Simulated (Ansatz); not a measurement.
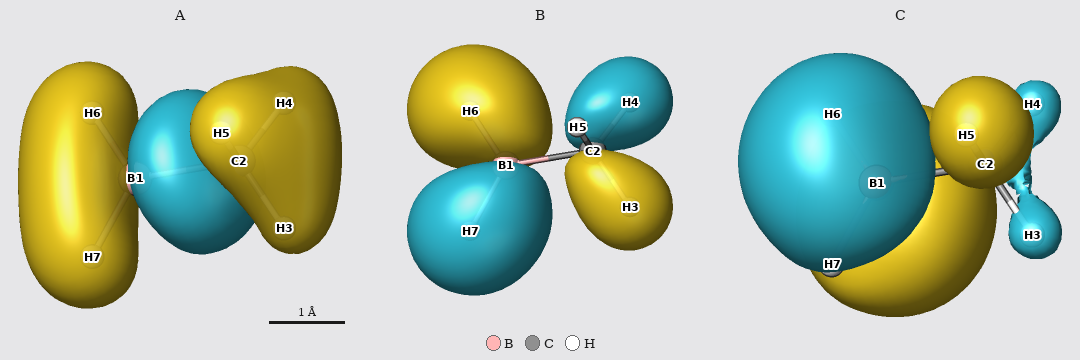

Figure. CH5B. Three frontier orbitals at ±0.1 Å⁻³ᐟ² (yellow and cyan are the two phases), in no order.

Computed with RKS PBE0-D4/def2-SVP in Ansatz.

The calculation's input:

```
crystal:
  periodic: [false, false, false]
  atoms:
    - { symbol: B, position_ang: [0.40163, -0.005092, 0.033535] }
    - { symbol: C, position_ang: [0.788453, -0.038565, 1.556904] }
    - { symbol: H, position_ang: [-0.014454, -0.281222, 2.27553] }
    - { symbol: H, position_ang: [1.652842, -0.702322, 1.724458] }
    - { symbol: H, position_ang: [1.165033, 0.974518, 1.79978] }
    - { symbol: H, position_ang: [1.338725, 0.062773, -0.703153] }
    - { symbol: H, position_ang: [-0.73373, -0.010091, -0.391754] }
basis:
  gaussian: { orbitals: def2-SVP }
hamiltonian:
  xc: pbe0
  dispersion: d4
relax:
  f_tol: 0.03
  max_steps: 50
output:
  orbitals: {}
```

Launched as:

```sh
ansatz run input.yaml --threads 1 --pin off --max-ram 2048MiB --backend cpu --events-out ev --progress --plain --runs-dir out
```

The fields are those of the run's last geometry, not of the input's.

Question: Order the three orbitals by energy and name them.

Answer: A is the HOMO−1 (−9.41 eV). It lies mainly on C2 (about 40 %), B1 (about 30 %), H6 (about 10 %) and H7 (about 10 %). B is the HOMO (−8.89 eV). It lies mainly on B1 (about 35 %), H6 (about 25 %), H7 (about 25 %) and C2 (about 10 %). C is the LUMO (−1.12 eV). Its weight (Hirshfeld) is mainly on B1 (about 65 %), C2 (about 10 %), H6 (about 10 %) and H7 (about 10 %).

Question: What is the HOMO–LUMO gap?

Answer: 7.77 eV between the orbital energies.
